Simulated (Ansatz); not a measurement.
CH8GeN2Si

```tsv
atom	x (Å)	y (Å)	z (Å)
N	0.8777	1.3392	1.2177
C	-0.3701	1.4891	1.1690
Ge	-1.4368	0.2244	0.0737
Si	0.0951	-1.5339	-0.5628
N	1.5433	-0.9066	-1.2557
H	1.3260	2.0347	1.7987
H	-0.8657	2.3009	1.7158
H	-2.6431	-0.2343	0.9168
H	-2.0037	1.0200	-1.1192
H	-0.5437	-2.4198	-1.5671
H	0.3623	-2.3254	0.6617
H	1.6618	-0.8645	-2.2484
H	2.0173	-0.1586	-0.7854
```

Computed with Ansatz, RHF/def2-SVP.

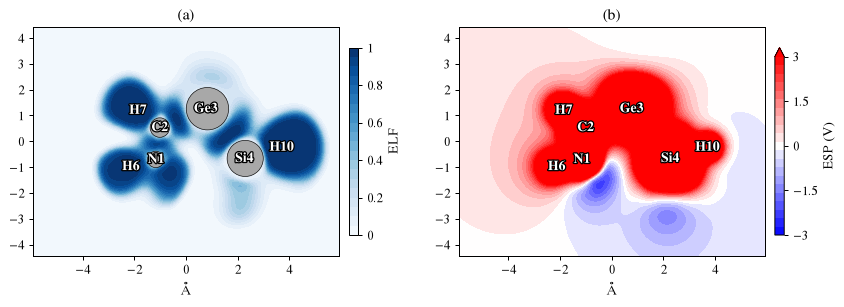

Figure 1. (a) electron localisation function; (b) electrostatic potential on the plane of atoms C2, Ge3 and Si4. Grey discs cover the atomic cores in the ELF map.

Q: What do the fields say about this system?

A: The section cuts through N, C, Ge, Si and H sites. C–N (1.26 Å): the ELF peaks at about 0.90 between the atoms: a short, multiple covalent bond. C–Ge (1.98 Å): the ELF peaks at about 0.95 in the valence shell of C, 0.7 Å from its nucleus, and is about 0.75 at the midpoint. Si–Ge (2.42 Å): the ELF peaks at about 1 between the atoms; a shared electron pair. N–H (1.01 Å): the ELF climbs to about 1 towards the hydrogen, as it does in any bond to H: a covalent bond by its length. C–H (1.10 Å): the ELF climbs to about 1 towards the hydrogen: a covalent bond by its length. The ELF also peaks beside N1, away from the bonds: lone-pair regions. Outside the dense part of the molecule the potential is most negative (−2.3 V) near N1.

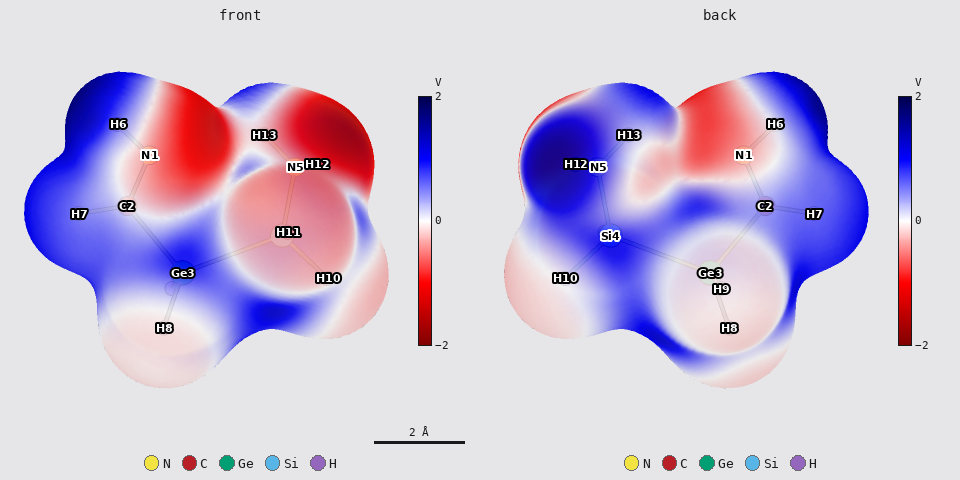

Figure 2. The molecular electrostatic potential painted on the density surface at 0.002 e/bohr³, seen from the front and from behind; the colour scale runs from red (negative) to blue (positive).

Q: Which sites attract a positive test charge, and which a negative one?

A: A positive charge is drawn to the negative regions and a negative charge to the positive ones. The most negative region (about −1.5 V) lies over N5, the most positive (about +1.7 V) over H6. N5 is the likeliest acceptor of a hydrogen bond.

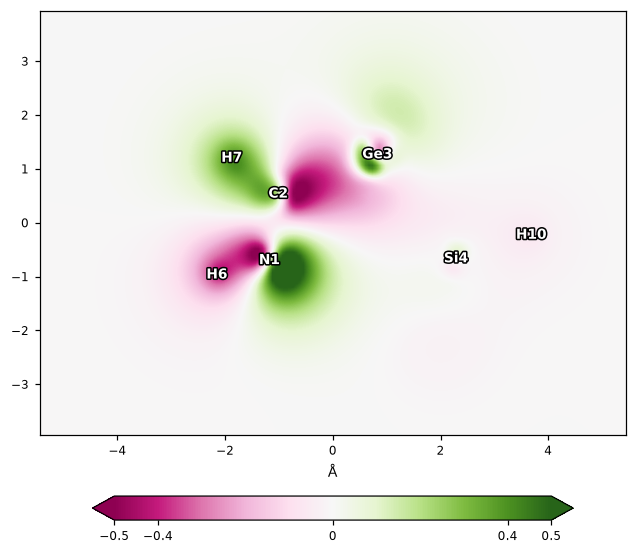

Figure 3. The HOMO−1 on the plane of atoms C2, Ge3 and Si4 (values in Å⁻³ᐟ²; the overall sign is arbitrary).

Q: Describe this orbital and give its energy.

A: By Hirshfeld shares it lies mainly on N1 (about 35 %), C2 (about 20 %), Ge3 (about 15 %), H7 (about 10 %) and H6 (about 5 %). Its energy is −10.76 eV.
